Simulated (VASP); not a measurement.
Energy against volume of InAs (zinc blende). Calculation: HSE06 screened hybrid, VASP's PBE PAW potentials (set 64) (plane waves; VASP 6.6.1).

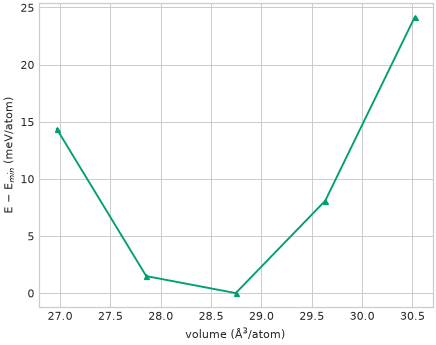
*Energy against volume*

**Question.** Estimate the equilibrium volume and the bulk modulus.

**Answer.** The minimum lies near 28.4 Å³/atom, and the curvature gives B0 of about 59 GPa.

Measured: bulk modulus 58.6 GPa at 0 K (computed value off by -0.1 %), as given by Daniel Mejia-Rodriguez et al., Physical Review B (2018), arXiv:1807.09216 [0 K value with the zero-point phonon effect removed]; a 6.047 Å at 0 K (computed value off by +0.9 %), as given by Daniel Mejia-Rodriguez et al., Physical Review B (2018), arXiv:1807.09216 [static lattice: zero-point anharmonic expansion removed].

The compound is InAs in the zinc blende structure. It was relaxed first. The cell's shape comes from a PBE relaxation.
